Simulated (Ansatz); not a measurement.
System: LiCdI.

```
Cd I Li
1.0
     7.68465    0.00000    0.00000
     0.00000    4.58505    0.00000
     0.00000    0.00000    8.94033
Cd I Li
4 4 4
Direct
  0.14530 0.25000 0.06200
  0.35470 0.75000 0.56200
  0.64530 0.25000 0.43800
  0.85470 0.75000 0.93800
  0.26111 0.25000 0.37497
  0.23889 0.75000 0.87497
  0.76111 0.25000 0.12503
  0.73889 0.75000 0.62503
  0.03654 0.25000 0.68344
  0.46346 0.75000 0.18344
  0.53654 0.25000 0.81656
  0.96346 0.75000 0.31656
```

Space group Pnma; built by placing these elements on a known structure type; not relaxed (largest force 1.6 eV/Å); computed pressure about 8 GPa in this cell.

Level of theory: Ansatz, DFT, PAW plane waves, PBE.

Q: Predict the valence pseudo-density and electron localisation function between the atoms.

A: Cd–I (2.94 Å): ρ at the midpoint is about 0.27 e/Å³; the ELF is about 0.30 at the midpoint and 0.20 at its lowest between the atoms; no shared electron pair shows on this line.
Cd–I (3.01 Å): ρ is about 0.23 e/Å³ halfway; the ELF is about 0.25 at the midpoint and 0.15 at its lowest between the atoms.
Bader's partition of the density gives Cd −0.10, I −0.78 and Li +0.88 e.

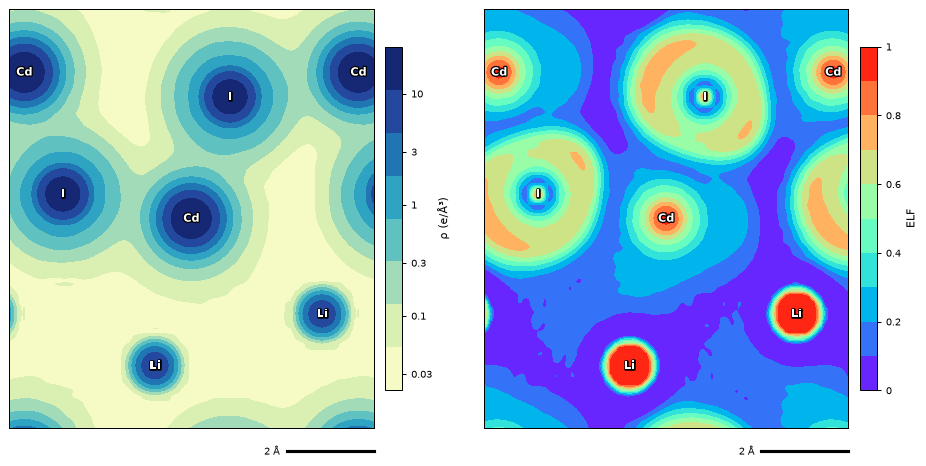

Computed valence pseudo-density and electron localisation function on the (010) plane of the conventional cell, in this order. 

The density is the valence pseudo-density of a PAW calculation; it isn't the true density close to the nuclei.
